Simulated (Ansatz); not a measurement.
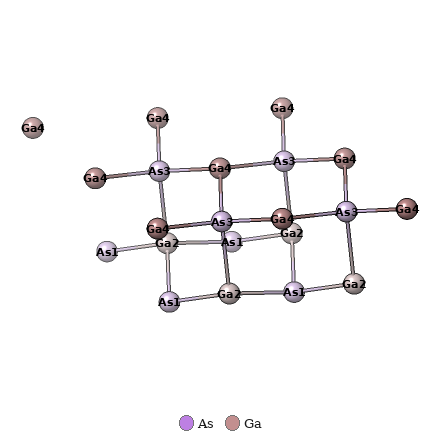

The system is Br on a GaAs(111) slab cut from the F-43m phase, its upper half relaxed before the scan (4 atoms of substrate and one adsorbate in a 1 × 1 cell); the picture shows it without the atoms that are moved over the map. Br is moved over the surface cell; relaxed at each place: the height of the adsorbate's atoms; substrate rigid; the origin of the map has the adsorbate above Ga4. Places are given modulo a cell vector. The map is drawn in real space over the plane of the surface. Grid: 9 × 9 points; 15 points were computed and 52 follow by symmetry. At 14 points there is no value. All energies are given in eV relative to the lowest grid point. The magnetic moment jumps between some neighbouring points. With one adsorbate in each 1 × 1 cell, its nearest image is 4.1 Å away, so neighbouring adsorbates interact. Level of theory: DFT PBE, scalar-relativistic, plane waves, PAW (Ansatz). Settings: cutoff 420 eV, k-mesh 9×9×1, gaussian smearing 0.05 eV, spin-polarised.

Range: position of Br5 along the first surface vector from 0.000 to 0.889; position of Br5 along the second surface vector from 0.000 to 0.889.

Question: What will the energy surface look like?

Answer: The lowest grid point is at the top site over a surface Ga atom, (0/9, 0/9) of the cell vectors. The highest grid point, (5/9, 2/9) of the cell vectors [nearest 1 As at 2.83 Å], lies 0.74 eV above the lowest. At the lowest point the adsorbate has 1 Ga at 2.35 Å as nearest neighbours, at the highest 1 As at 2.83 Å. Its relaxed height above the top atom is 2.35 Å at the lowest and 2.18 Å at the highest point.

```tsv
second ↓, first →	0/9	1/9	2/9	3/9	4/9	5/9	6/9	7/9	8/9
8/9	0.02	0.07	0.17	–	0.47	–	0.17	0.07	0.02
7/9	0.08	0.17	0.32	0.47	0.47	0.32	0.17	0.08	0.05
6/9	0.23	–	0.47	–	0.47	–	0.23	0.18	0.18
5/9	0.47	0.47	0.47	0.47	0.47	0.47	–	0.45	–
4/9	0.47	–	0.32	–	0.47	0.64	0.74	0.74	0.64
3/9	0.23	0.17	0.17	0.23	–	0.74	–	0.74	–
2/9	0.08	0.07	0.08	0.18	0.45	0.74	0.74	0.45	0.18
1/9	0.02	0.02	0.05	0.18	–	0.64	–	0.18	0.05
0/9	0.00	0.02	0.08	0.23	0.47	0.47	0.23	0.08	0.02
```

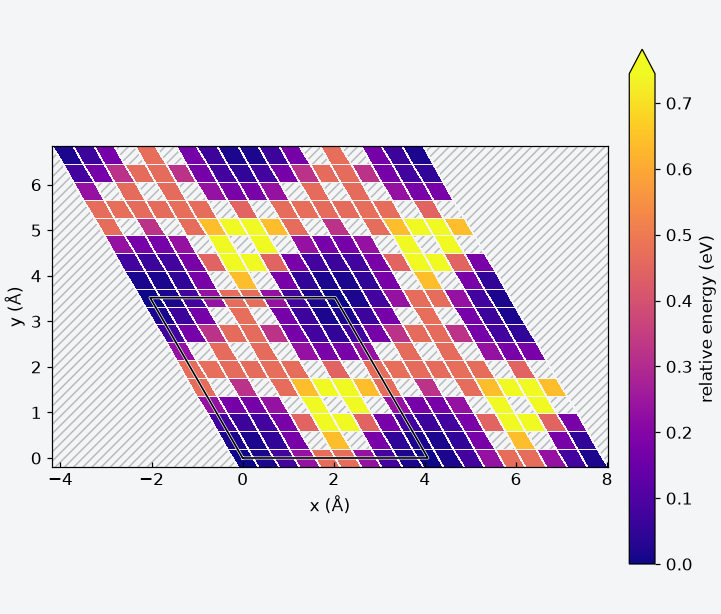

The picture shows one coloured cell a grid point, the outline of one cell of the 2 × 2 shown, one colour for all values above the top of the scale, hatched blanks where no value was computed.

Time for the 15 points that were run: 86 min on 2 threads of Intel(R) Xeon(R) Processor @ 2.50GHz (Skylake/Cascade Lake) (shared host).

PAW datasets: the set soft_1.
